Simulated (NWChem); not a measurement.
# C3H2F4 (SMILES FC1C(F)C1(F)F): levels of theory compared

Wanted: a comparison of 3 runs (HF/def2-SVP, r2SCAN/cc-pVDZ, PBE0/def2-SVP) of C3H2F4. 

The results are computed with NWChem 7.3.0.

### Step 1. The structure to begin with

C3H2F4: 9 atoms, total charge 0, spin state singlet. SMILES: `FC1C(F)C1(F)F`. Geometry: relaxed at PBE0-D4/def2-TZVP.

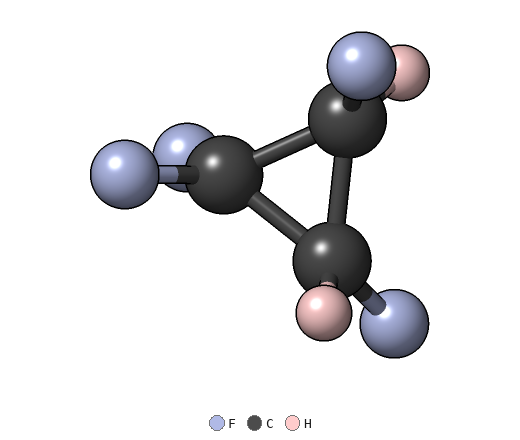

Viewed from a chosen angle; fluorine light blue, carbon dark grey, hydrogen pink.

### Step 2. Energy and gradient at HF/def2-SVP (run 1)

Input file run.py:

```python
from ase import Atoms
from ase.calculators.nwchem import NWChem

mol = Atoms(['F', 'C', 'C', 'F', 'C', 'F', 'F', 'H', 'H'], positions=[
    [-0.903200, -0.472200, 1.700300],
    [0.046600, -0.463600, 0.743300],
    [-0.371300, -0.366400, -0.702700],
    [0.251200, -1.136900, -1.617500],
    [0.335400, 0.769900, -0.043900],
    [-0.354100, 1.887100, 0.180500],
    [1.605800, 1.035400, -0.343200],
    [0.907800, -1.090600, 0.958500],
    [-1.429700, -0.208900, -0.892500],
])

calc = NWChem(
    label='a',
    theory='scf',
    memory='2200 mb',
    basis='def2-SVP',
    basispar='spherical bse',
    scf={'nopen': '0', 'rhf': None, 'thresh': '1e-08', 'maxiter': '80', 'print': 'low'},
)
mol.calc = calc

forces = mol.get_forces()
print("Total energy (eV):", round(mol.get_potential_energy(), 6))
print("forces (eV/A):")
for s, f in zip(mol.symbols, forces):
    print(f"{s:2s} {f[0]:10.5f} {f[1]:10.5f} {f[2]:10.5f}")
```

Launch:

```bash
$ export ASE_NWCHEM_COMMAND="nwchem PREFIX.nwi > PREFIX.nwo"
$ python run.py
```

Output:

```text
Total energy (eV): -13933.209957
forces (eV/A):
F     0.59223    0.10583   -0.66936
C    -0.28673    0.13118    0.04849
C     0.29347   -0.11704   -0.04942
F    -0.31362    0.55685    0.63352
C     0.13195    0.31110   -0.01692
F     0.54554   -0.82954   -0.17422
F    -0.96766   -0.17273    0.22857
H    -0.13689    0.06721    0.02288
H     0.14172   -0.05281   -0.02360
```

The calculator wrote a.nwi:

```
title "a"

permanent_dir a

scratch_dir a

start a

geometry units angstrom nocenter noautosym noautoz
  F  -9.0320000000000000e-01 -4.7220000000000001e-01 1.7002999999999999e+00
  C  4.6600000000000003e-02 -4.6360000000000001e-01 7.4329999999999996e-01
  C  -3.7130000000000002e-01 -3.6640000000000000e-01 -7.0269999999999999e-01
  F  2.5119999999999998e-01 -1.1369000000000000e+00 -1.6174999999999999e+00
  C  3.3539999999999998e-01 7.6990000000000003e-01 -4.3900000000000002e-02
  F  -3.5410000000000003e-01 1.8871000000000000e+00 1.8049999999999999e-01
  F  1.6057999999999999e+00 1.0354000000000001e+00 -3.4320000000000001e-01
  H  9.0780000000000005e-01 -1.0906000000000000e+00 9.5850000000000002e-01
  H  -1.4297000000000000e+00 -2.0890000000000000e-01 -8.9249999999999996e-01
end

memory 2200 mb

basis spherical bse noprint
   * library def2-SVP
end

scf
  nopen 0
  rhf
  thresh 1e-08
  maxiter 80
  print low
end

task scf gradient
```

a.nwo:

```text
Northwest Computational Chemistry Package (NWChem) 7.3.0
             --------------------------------------------------------

           Job information
           ---------------

    nwchem branch   = 7.3.0
    use scalapack   = T
    input           = a.nwi
    prefix          = a.
    data base       = a/a.db
    status          = startup
    nproc           =        1

           Memory information
           ------------------

[... 5 lines left out ...]
    hardfail = no
[... 116 lines left out ...]
       Final RHF  results
[... 3 lines left out ...]
      One-electron energy =  -1364.153453155793
[... 1 line left out ...]
 Nuclear repulsion energy =    328.717472974744
[... 3 lines left out ...]
                              NWChem Gradients Module
                              -----------------------

                         RHF ENERGY GRADIENTS

    atom               coordinates                        gradient
                 x          y          z           x          y          z
   1 F      -1.706801  -0.892329   3.213101   -0.011517  -0.002058   0.013017
   2 C       0.088061  -0.876077   1.404633    0.005576  -0.002551  -0.000943
   3 C      -0.701655  -0.692396  -1.327910   -0.005707   0.002276   0.000961
[... 5 lines of this table left out ...]
   9 H      -2.701741  -0.394764  -1.686580   -0.002756   0.001027   0.000459

 Task  times  cpu:       29.2s     wall:       29.2s
 Total times  cpu:       29.2s     wall:       29.2s
```

Run time: 31 s. Hardware: 1 thread of Intel Xeon Platinum 8259CL at 2.50GHz (Skylake/Cascade Lake), shared host; peak memory 0.1 GiB.

### Step 3. Energy and forces at r2SCAN/cc-pVDZ (run 2)

Input file test.nw:

```
start test
title "C3H2F4"
memory stack 880 mb heap 220 mb global 1100 mb
charge 0

geometry units angstrom noautosym nocenter noautoz
 F    -0.903200   -0.472200    1.700300
 C     0.046600   -0.463600    0.743300
 C    -0.371300   -0.366400   -0.702700
 F     0.251200   -1.136900   -1.617500
 C     0.335400    0.769900   -0.043900
 F    -0.354100    1.887100    0.180500
 F     1.605800    1.035400   -0.343200
 H     0.907800   -1.090600    0.958500
 H    -1.429700   -0.208900   -0.892500
end

basis spherical bse
 * library cc-pVDZ
end

dft
 xc r2scan
 mult 1
 grid fine
 convergence energy 1e-08
 maxiter 100
 mulliken
 print low
end

task dft gradient
```

Launch:

```bash
$ nwchem test.nw > test.out
```

Output:

```text
[...]
 d= 0,ls=0.0,diis     1   -514.4407851841 -8.43D+02  1.80D-02  1.64D+00     6.4
[...]
 d= 0,ls=0.0,diis    10   -514.6139138770 -6.03D-10  1.42D-07  3.89D-10    50.0
         Total DFT energy =     -514.613913877036
      One electron energy =    -1365.606516417640
           Coulomb energy =      581.026330345549
    Exchange-Corr. energy =      -58.751200779690
 Nuclear repulsion energy =      328.717472974745
[...]
                         DFT ENERGY GRADIENTS
    atom               coordinates                        gradient
                 x          y          z           x          y          z
   1 F      -1.706801  -0.892329   3.213101    0.008961  -0.000628  -0.008094
   2 C       0.088061  -0.876077   1.404633   -0.002669  -0.000477   0.000244
   3 C      -0.701655  -0.692396  -1.327910    0.001503  -0.002261  -0.000095
   4 F       0.474699  -2.148429  -3.056632   -0.006417   0.006692   0.007765
   5 C       0.633814   1.454900  -0.082959    0.002242   0.005389  -0.000290
   6 F      -0.669152   3.566102   0.341096    0.007447  -0.009977  -0.002914
   7 F       3.034522   1.956622  -0.648554   -0.012192  -0.001365   0.003526
   8 H       1.715493  -2.060935   1.811302   -0.005904   0.004028  -0.000017
   9 H      -2.701741  -0.394764  -1.686580    0.007029  -0.001403  -0.000126
 Task  times  cpu:       63.9s     wall:       63.9s
[...]
```

Wall time 65 s (1 thread of Intel Xeon Platinum 8259CL at 2.50GHz (Skylake/Cascade Lake), shared host); peak memory 0.12 GiB.

### Step 4. Energy and forces at PBE0/def2-SVP (run 3)

Input file run.py:

```python
from ase import Atoms
from ase.calculators.nwchem import NWChem

molecule = Atoms(['F', 'C', 'C', 'F', 'C', 'F', 'F', 'H', 'H'], positions=[
    [-0.903200, -0.472200, 1.700300],
    [0.046600, -0.463600, 0.743300],
    [-0.371300, -0.366400, -0.702700],
    [0.251200, -1.136900, -1.617500],
    [0.335400, 0.769900, -0.043900],
    [-0.354100, 1.887100, 0.180500],
    [1.605800, 1.035400, -0.343200],
    [0.907800, -1.090600, 0.958500],
    [-1.429700, -0.208900, -0.892500],
])

calc = NWChem(
    label='sp',
    theory='dft',
    memory='2200 mb',
    basis='def2-SVP',
    basispar='spherical bse',
    dft={'xc': 'pbe0', 'mult': '1', 'grid': 'fine', 'convergence': 'energy 1e-08', 'iterations': '100', 'mulliken': None},
)
molecule.calc = calc

forces = molecule.get_forces()
e = molecule.get_potential_energy()
print(f"E = {e:.6f} eV")
print("forces (eV/A):")
for s, f in zip(molecule.symbols, forces):
    print(f"{s:2s} {f[0]:10.5f} {f[1]:10.5f} {f[2]:10.5f}")
print("dipole (e A):", molecule.get_dipole_moment().round(4))
```

Launch:

```bash
$ export ASE_NWCHEM_COMMAND="nwchem PREFIX.nwi > PREFIX.nwo"
$ python run.py
```

Output:

```text
E = -13984.481630 eV
forces (eV/A):
F     0.10886    0.03939   -0.12233
C    -0.47576    0.18203    0.12773
C     0.45904   -0.22369   -0.12552
F    -0.04335    0.11611    0.11390
C     0.09457    0.22230   -0.01208
F     0.01548   -0.11776    0.01244
F    -0.09626   -0.07220   -0.00206
H     0.30128   -0.21155    0.02381
H    -0.36386    0.06531   -0.01584
dipole (e A): [-0.0636 -0.1512  0.0082]
```

The calculator wrote sp.nwi:

```
title "sp"

permanent_dir sp

scratch_dir sp

start sp

geometry units angstrom nocenter noautosym noautoz
  F  -9.0320000000000000e-01 -4.7220000000000001e-01 1.7002999999999999e+00
  C  4.6600000000000003e-02 -4.6360000000000001e-01 7.4329999999999996e-01
  C  -3.7130000000000002e-01 -3.6640000000000000e-01 -7.0269999999999999e-01
  F  2.5119999999999998e-01 -1.1369000000000000e+00 -1.6174999999999999e+00
  C  3.3539999999999998e-01 7.6990000000000003e-01 -4.3900000000000002e-02
  F  -3.5410000000000003e-01 1.8871000000000000e+00 1.8049999999999999e-01
  F  1.6057999999999999e+00 1.0354000000000001e+00 -3.4320000000000001e-01
  H  9.0780000000000005e-01 -1.0906000000000000e+00 9.5850000000000002e-01
  H  -1.4297000000000000e+00 -2.0890000000000000e-01 -8.9249999999999996e-01
end

memory 2200 mb

basis spherical bse noprint
   * library def2-SVP
end

dft
  xc pbe0
  mult 1
  grid fine
  convergence energy 1e-08
  iterations 100
  mulliken
end

task dft gradient
```

sp.nwo:

```text
Northwest Computational Chemistry Package (NWChem) 7.3.0
             --------------------------------------------------------

           Job information
           ---------------

    nwchem branch   = 7.3.0
    use scalapack   = T
    input           = sp.nwi
    prefix          = sp.
    data base       = sp/sp.db
    status          = startup
    nproc           =        1

           Memory information
           ------------------

[... 5 lines left out ...]
    hardfail = no
[... 110 lines left out ...]
  convergence criterion.
[... 41 lines left out ...]
          Spatial weights used:  Erf1
[... 32 lines left out ...]
 1-e energy   =   -1363.361637
[... 41 lines left out ...]
           Coulomb energy =      580.567741401225
[... 830 lines left out ...]
          Convergence on density requested:  1.00D-05
[... 27 lines left out ...]
          total energy or number of iterations.
[... 36 lines left out ...]
                 ----------------------------------------
                 |  Time  |  1-e(secs)   |  2-e(secs)   |
                 ----------------------------------------
                 |  CPU   |       0.02   |       3.88   |
                 ----------------------------------------
                 |  WALL  |       0.02   |       3.88   |
                 ----------------------------------------

 Task  times  cpu:       27.9s     wall:       27.9s
 Total times  cpu:       28.0s     wall:       28.0s
```

Wall time 29 s (1 thread of Intel Xeon Platinum 8259CL at 2.50GHz (Skylake/Cascade Lake), shared host); peak memory 0.12 GiB.

### Step 5. Overview of the runs

```csv
run,level,iteration cap,module,energy (Eh),largest force (eV/Å),wall time
1,HF/def2-SVP,80,scf,-512.036026,1.009,31 s
2,r2SCAN/cc-pVDZ,100,dft,-514.613914,0.657,65 s
3,PBE0/def2-SVP,100,dft,-513.920225,0.526,29 s
```

### Step 6. What came out

| quantity | value |
| --- | --- |
| run 3: total energy | -513.92023 Eh |
| run 3: dipole moment | 0.79 D |
| run 3: HOMO energy | -8.59 eV |
| run 3: LUMO energy | 0.56 eV |
| run 3: HOMO–LUMO gap | 9.15 eV |
| run 3: largest force on an atom | 0.526 eV/Å |

In words: Totals of different functionals can't be ranked against each other. All runs together took 2.1 min, the longest 65 s.
